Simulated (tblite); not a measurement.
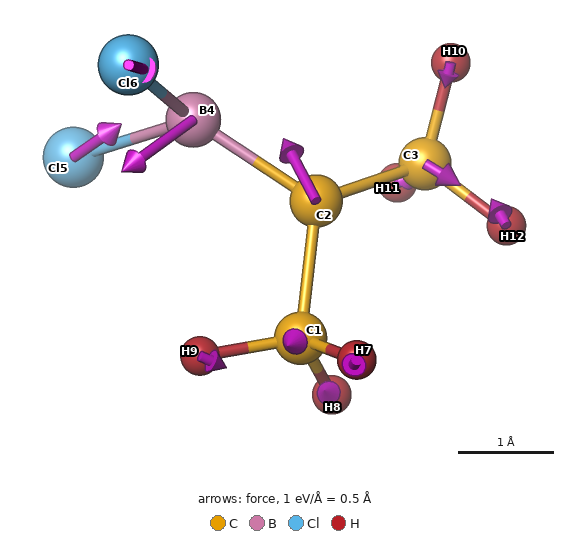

Starting geometry of C3H6BCl2 (multiplicity 2) with the computed forces as purple arrows. The picture is a ball-and-stick view, seen at a tilt.

The calculation used tblite 0.8.0, GFN2-xTB geometry optimisation, gas phase. 

Is this structure relaxed? If not, where do the atoms go?

It isn't relaxed: the largest force vector, on B4, is 2.32 eV/Å. The final displacements follow the starting forces only in part (cosine between the two patterns 0.36). The energy falls by 31.0 kcal/mol in 94 geometry steps. The atom that moves furthest after the best rigid fit is Cl5 (2.20 Å). Largest moves by element: Cl 2.20 Å, H 0.67 Å, C 0.29 Å, B 0.15 Å. Some distances before and after: B4–Cl6 1.867 → 1.746 Å, B4–Cl5 1.838 → 1.746 Å, C2–B4 1.553 → 1.506 Å, C1–H7 1.112 → 1.092 Å. Among the angles between lasting bonds that change: C2–B4–Cl6 115.4° → 121.5°, H7–C1–H8 112.4° → 106.5°, C1–C2–B4 117.0° → 122.6°. Cost: 0.55 s on 1 thread of Arm Neoverse V1, with other jobs on the host.
